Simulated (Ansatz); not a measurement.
# Computed map of one atom of the cell: KTaO3 (cubic perovskite)

Relaxed KTaO₃ (cubic perovskite):

```
CELL_PARAMETERS angstrom
      4.02318     0.00000     0.00000
      0.00000     4.02318     0.00000
      0.00000     0.00000     4.02318
ATOMIC_POSITIONS crystal
  K  0.00000 0.00000 0.00000
  Ta 0.50000 0.50000 0.50000
  O  0.00000 0.50000 0.50000
  O  0.50000 0.50000 0.00000
  O  0.50000 0.00000 0.50000
```

In this cell atom 1 (K, nearest neighbour O at 2.845 Å; its periodic images, 4.0 Å or more away, move with it) is moved by u·(1.000, 0.000, 0.000) + v·(0.000, 1.000, 0.000); the rest is frozen.

All values below come from PBE (plane waves to 420 eV, PAW, scalar-relativistic; Ansatz, a quantum-chemistry and plane-wave program). k mesh 7×7×7 (Γ-centred), Fermi-Dirac smearing 0.05 eV. E stands for the smeared free energy. KTaO3 is run without spin polarisation. KTaO3 was relaxed with its symmetry unable to fall. Spin-orbit coupling is left out, though Ta is heavy. The PAW data are Ansatz's earlier set. ΔE is measured from the undisplaced structure. Axes are in Å.

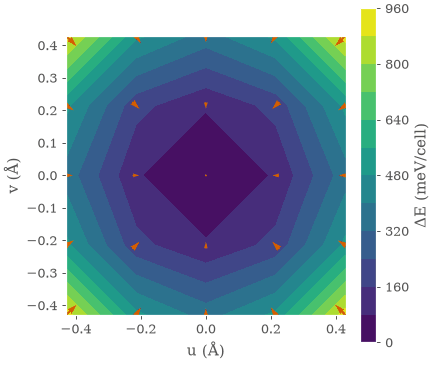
Figure. ΔE (meV/cell) over the plane, with arrows for the in-plane force on the moved atom.

Centre of the map: a minimum. Highest place on the grid, met at several equal points: u = -0.430 Å, v = -0.430 Å; u = 0.430 Å, v = -0.430 Å; u = -0.430 Å, v = 0.430 Å; u = 0.430 Å, v = 0.430 Å (922 meV/cell). Lowest place on the grid: u = 0.000 Å, v = 0.000 Å (0 meV/cell). Principal force constants in the plane (five-point differences of the forces): 3.8 eV/Å², isotropic.

(For displaced atoms, the force is minus the slope of the energy, and its curvature is a force constant, which sets phonon frequencies.)
